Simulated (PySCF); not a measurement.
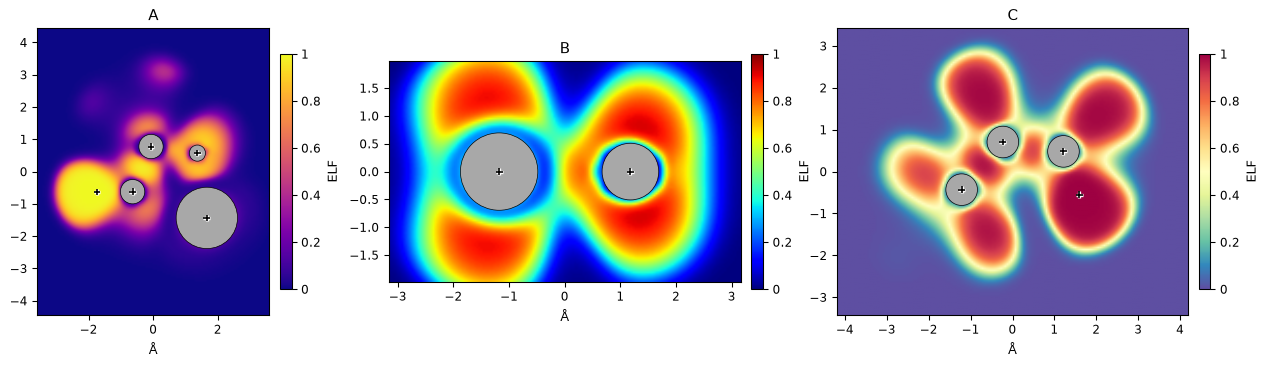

The ELF of 3 systems, each on a plane through atoms (crosses mark nuclei in the plane; grey discs cover the cores).

The calculation used DFT single point, gas phase, functional wB97X in PySCF.

System 1: C$_{3}$H$_{7}$CuF (charge +1), the plane of atoms H6, C1 and Cu12. Geometry: PBE0-D3(BJ)/def2-SVP.

```yaml
atoms:
  - { symbol: C, position_ang: [-1.1615, -0.1394, 0.2447] }
  - { symbol: C, position_ang: [0.0372, 0.5918, -0.3112] }
  - { symbol: C, position_ang: [1.3707, -0.0426, -0.0634] }
  - { symbol: F, position_ang: [0.0183, 1.8760, 0.3690] }
  - { symbol: H, position_ang: [-1.0208, -0.3591, 1.3267] }
  - { symbol: H, position_ang: [-1.3140, -1.1224, -0.2275] }
  - { symbol: H, position_ang: [-2.1014, 0.4193, 0.0438] }
  - { symbol: H, position_ang: [-0.1072, 0.8487, -1.3707] }
  - { symbol: H, position_ang: [1.5222, -0.2607, 1.0043] }
  - { symbol: H, position_ang: [1.4359, -0.9875, -0.6230] }
  - { symbol: H, position_ang: [2.1797, 0.6130, -0.4132] }
  - { symbol: Cu, position_ang: [-1.5210, 1.7904, 1.6914] }
```

System 2: C$_{4}$H$_{8}$O (SMILES CC[C@H]1CO1), the plane of atoms C2, C3 and C4. Geometry: PBE0-D3(BJ)/def2-SVP.

```yaml
atoms:
  - { symbol: C, position_ang: [1.5699, 0.6112, 0.1332] }
  - { symbol: C, position_ang: [0.4685, 0.0478, -0.7520] }
  - { symbol: C, position_ang: [-0.5421, -0.7540, 0.0207] }
  - { symbol: C, position_ang: [-1.7787, -0.1601, 0.5316] }
  - { symbol: O, position_ang: [-1.7832, -0.9982, -0.6033] }
  - { symbol: H, position_ang: [2.3110, 1.1694, -0.4575] }
  - { symbol: H, position_ang: [1.1621, 1.2966, 0.8926] }
  - { symbol: H, position_ang: [2.1078, -0.1890, 0.6661] }
  - { symbol: H, position_ang: [0.9018, -0.5980, -1.5346] }
  - { symbol: H, position_ang: [-0.0640, 0.8555, -1.2798] }
  - { symbol: H, position_ang: [-0.1344, -1.6189, 0.5672] }
  - { symbol: H, position_ang: [-1.9800, 0.9027, 0.3404] }
  - { symbol: H, position_ang: [-2.2554, -0.5690, 1.4320] }
```

System 3: ICl (iodine monochloride), a plane that holds the molecular axis. Geometry: PBE0-D3(BJ)/ma-def2-SVP; core potentials replace the inner electrons of I.

```yaml
atoms:
  - { symbol: Cl, position_ang: [1.1822, -0.0062, -0.0052] }
  - { symbol: I, position_ang: [-1.1766, 0.0087, -0.0231] }
```

Match each panel to its system.

Answer. Panel A is system 1, C$_{3}$H$_{7}$CuF: the plane holds C, F, H and Cu. C–F (1.45 Å): the ELF peaks at about 0.85 between the atoms: a shared but strongly polarised pair. Panel B is system 3, ICl: the plane holds Cl and I. I–Cl (2.36 Å): the ELF peaks at about 0.80 between the atoms (a covalent bond). Panel C is system 2, C$_{4}$H$_{8}$O: the plane holds C and H. C–C (1.46 Å): the ELF peaks at about 0.85 between the atoms (a shared electron pair).
